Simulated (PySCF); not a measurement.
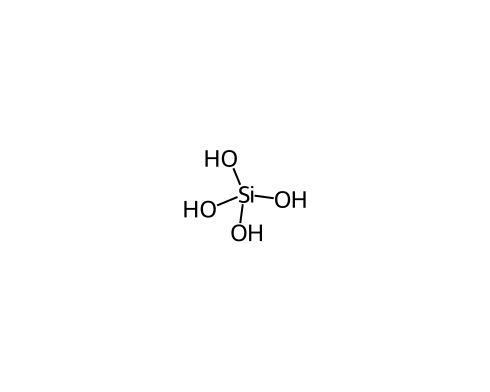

The picture comes from a calculation with PySCF.

A structural formula.

Transcribe the drawing into SMILES.

O[Si](O)(O)O

What is the molecular formula?

H4O4Si.

An optimisation with GFN2-xTB gave a structure of which point group?

S4.
